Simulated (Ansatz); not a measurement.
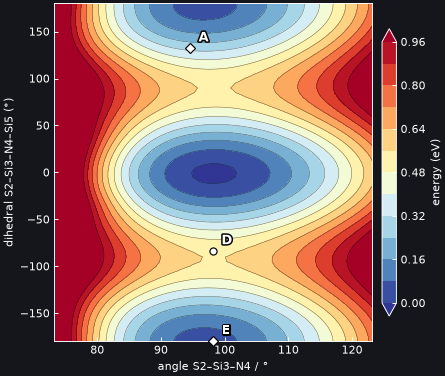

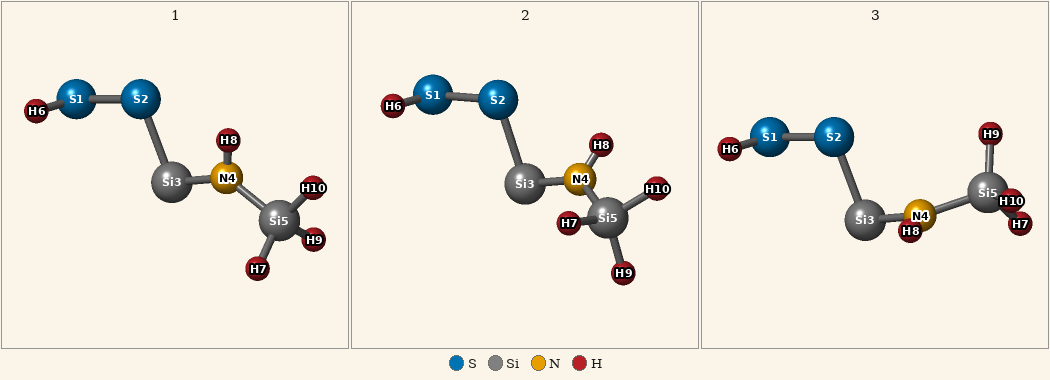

H5NS2Si2. 
- Coordinates scanned: (1) angle S2–Si3–N4; (2) dihedral S2–Si3–N4–Si5.
- Nothing is relaxed (all other coordinates rigid).
- Grid: 15 × 15 points.
- Energies: eV, counted from the lowest grid point.
- These are results of Ansatz 0.2.0, RHF/def2-SVP, not measurements.

The picture shows filled contours, one colour for all values above the top of the scale, lettered points. Between grid points the surface is interpolated. The numbered pictures are the structures at these points, in random order.

Q: Which structure belongs to which point?

A: A is structure 2: angle S2–Si3–N4 = 94.6°, dihedral S2–Si3–N4–Si5 = 132°, 0.30 eV; D is structure 3: angle S2–Si3–N4 = 98.2°, dihedral S2–Si3–N4–Si5 = −84°, 0.55 eV; E is structure 1: angle S2–Si3–N4 = 98.2°, dihedral S2–Si3–N4–Si5 = −180°, 0.049 eV.
